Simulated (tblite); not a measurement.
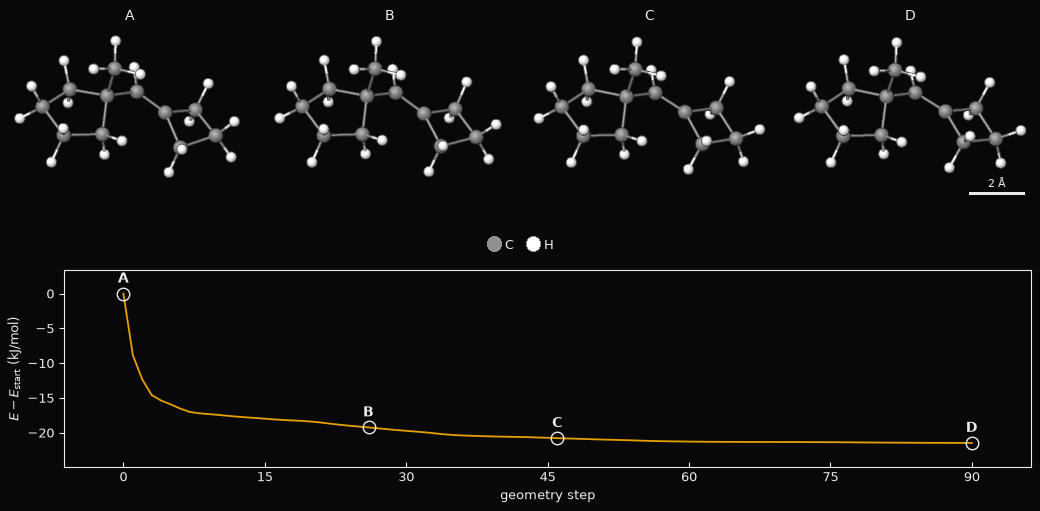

Frames of a relaxation of C₁₁H₁₈, marked on the history of the run. The picture is a ball-and-stick view, seen at a tilt.

Theory: GFN2-xTB geometry optimisation, gas phase in tblite. 

Describe the path.

Answer. After 90 geometry steps the energy has fallen by 21.5 kJ/mol. The largest moves after the best rigid fit, 0.59 Å, are those of H atoms. By element the largest moves are H 0.59 Å, C 0.31 Å. Among the contacts that change: C–C 1.533 → 1.507 Å, C–C 1.527 → 1.540 Å, C–H 1.099 → 1.086 Å, C–C 1.544 → 1.534 Å. Bond angles that change, for instance: C–C–C 84.0° → 88.9°, C–C–H 117.8° → 114.6°, C–C–H 117.3° → 114.6°. Cost: 1.3 s on 2 threads of Intel(R) Xeon(R) Platinum 8259CL CPU @ 2.50GHz (shared host). From step 0 to 26: an H atom moves most (0.20 Å), energy −19.2 kJ/mol. From step 26 to 46: an H atom moves most (0.26 Å), energy −1.54 kJ/mol. From step 46 to 90: H atoms move most (0.22 Å), energy −0.69 kJ/mol.
